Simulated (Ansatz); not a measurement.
# CO2 (SMILES O=C=O) (triplet): what the fields show

Input file:

```
crystal:
  periodic: [false, false, false]
  atoms:
    - {symbol: C, position_ang: [-3.840263, 0.052570, -3.292883]}
    - {symbol: O, position_ang: [-3.207846, 0.865571, -2.599852]}
    - {symbol: O, position_ang: [-3.728685, 0.099130, -4.528435]}
basis:
  gaussian:
    orbitals: def2-TZVPD
magnetization:
  spin_polarized: true
  initial_magnetization: 2
hamiltonian:
  xc: {name: PBE0}
output:
  forces: true
  orbitals: {seedname: orbitals}
```

Run with:

```sh
ansatz run input.yaml --threads 1 --pin off --max-ram 2610MiB --events-out events.jsonl --progress --plain --runs-dir runs
```

Geometry: B3LYP-D3(BJ)/def2-SVP.

Level of theory: isolated molecule in a Gaussian basis; Kohn-Sham density functional theory, functional PBE0 (Ansatz 0.2.0).

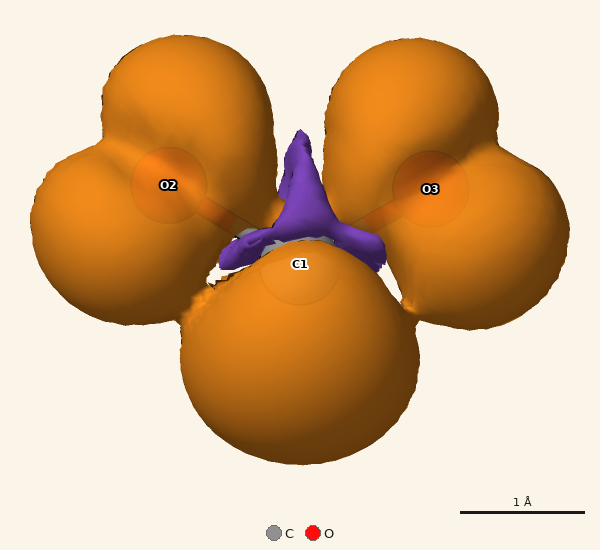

Figure 1. Isosurfaces of the spin density (α minus β) at +0.02 (orange) and −0.02 e/Å³ (purple), seen across its widest extent.

Question: Where is the unpaired spin?

Answer: The unpaired spin (2 electrons) lies mostly on O2 (about 0.7), O3 (about 0.7) and C1 (about 0.6), in electrons by Hirshfeld's partition.

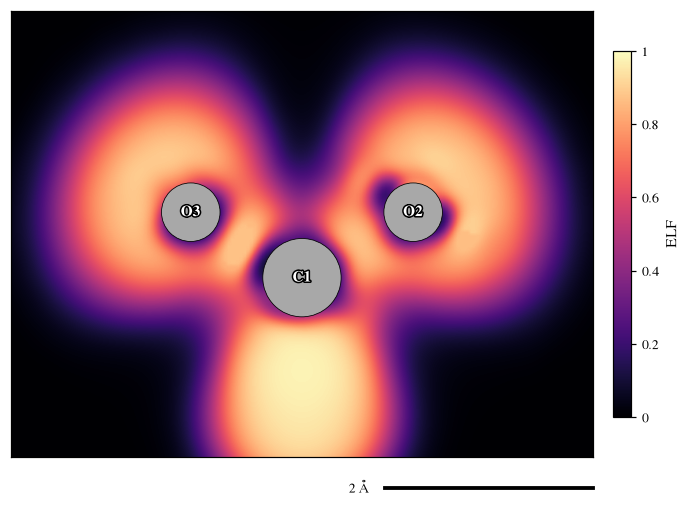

Figure 2. ELF on the molecular plane. Grey discs cover the atomic cores.

Question: What does the map show?

Answer: Atoms in the plane: C and O.
C–O (1.24 Å): the ELF peaks at about 0.85 between the atoms; a polar covalent bond.
The ELF also peaks beside C1, O2 and O3, away from the bonds: non-bonding electrons, paired or unpaired.

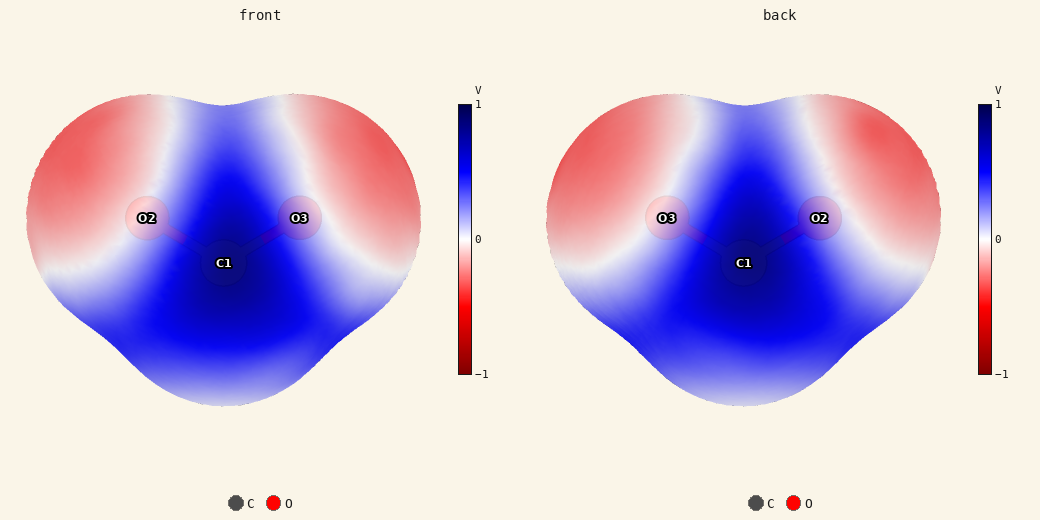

Figure 3. The molecular electrostatic potential painted on the density surface at 0.001 e/bohr³, seen from the front and from behind; red is negative and blue positive.

Question: Which sites attract a positive test charge, and which a negative one?

Answer: A positive charge is drawn to the negative regions and a negative charge to the positive ones. The most negative region (about −0.3 V) lies over O2 and O3, the most positive (about +0.8 V) over C1.

Question: How polar is the molecule by this calculation?

Answer: Its dipole moment is 0.47 D.
